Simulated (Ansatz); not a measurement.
## Electronic structure of GeH₄···AsH₃ (SMILES [GeH4].[AsH3]) in real space

```xyz
9

Ge   -0.1416    0.0935   -1.7936
H     0.3549   -1.3259   -1.4896
H     0.9852    1.0991   -1.5225
H    -1.3412    0.4180   -0.8919
H    -0.5691    0.1854   -3.2644
As   -0.3919    0.1289    2.3775
H     0.6312   -0.2762    3.4294
H    -0.1929   -1.1677    1.6060
H     0.6654    0.8450    1.5491
```

Geometry: PBE0-D4/def2-TZVP.

The calculation used RKS PBE0-D4/def2-TZVPPD in Ansatz 0.2.0.

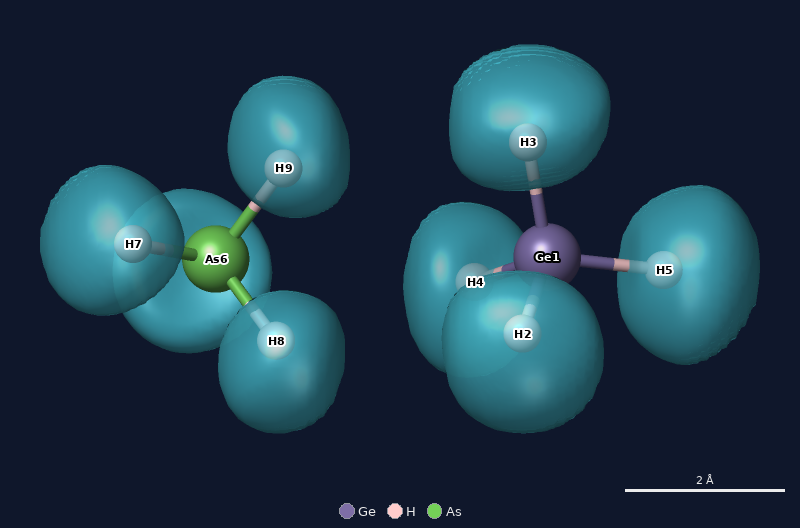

Figure 1. Isosurface of the electron localisation function at 0.9 (cyan), seen across its widest extent. Only the valence region is drawn (cores and ρ < 0.01 e/Å³ removed).

What do the ELF domains correspond to?

Answer. The ELF exceeds this value in seven regions around hydrogen nuclei and one lobe on As, pointing away from the bonds (lone pairs). Profiles from the grid: Ge1···As6 (4.18 Å): the ELF dips to about 0 between them: a non-bonded, intermolecular contact. As–H (1.52 Å): the ELF climbs to about 1 towards the hydrogen, as it does in any bond to H.

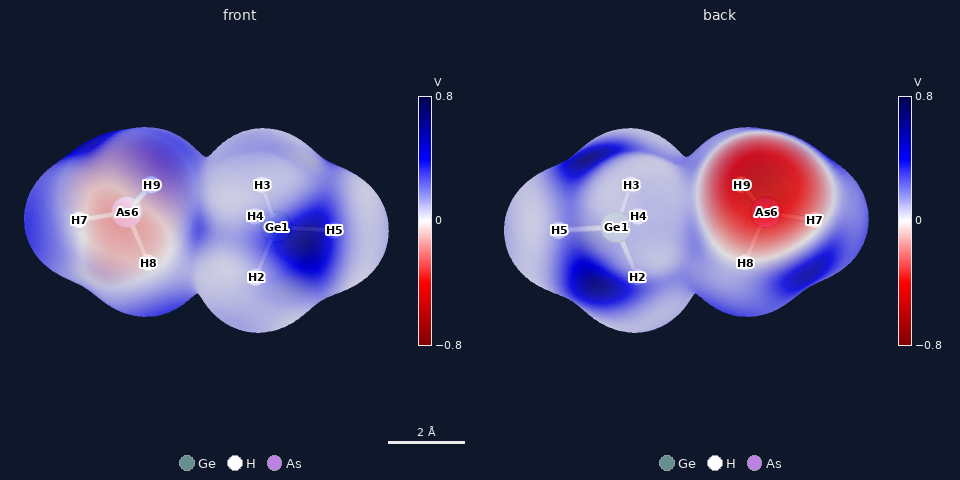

Figure 2. The molecular electrostatic potential painted on the density surface at 0.001 e/bohr³, seen from the front and from behind; red is negative and blue positive.

Where is the surface potential most negative and most positive?

Answer. The most negative region (about −0.5 V) lies over As6, the most positive (about +0.6 V) over Ge1.

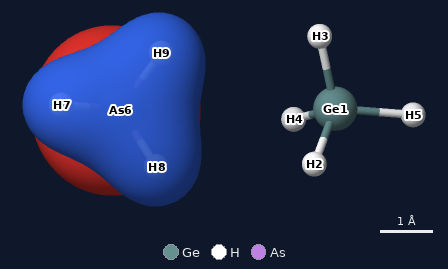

Figure 3. The HOMO at ±0.08 Å⁻³ᐟ² (red and blue are the two phases), seen across its widest extent.

What is the character of this orbital?

Answer. By Hirshfeld shares it lies mainly on As6 (about 80 %), H7 (about 5 %), H8 (about 5 %) and H9 (about 5 %); largely a lone pair of As6. Its energy is −7.84 eV.
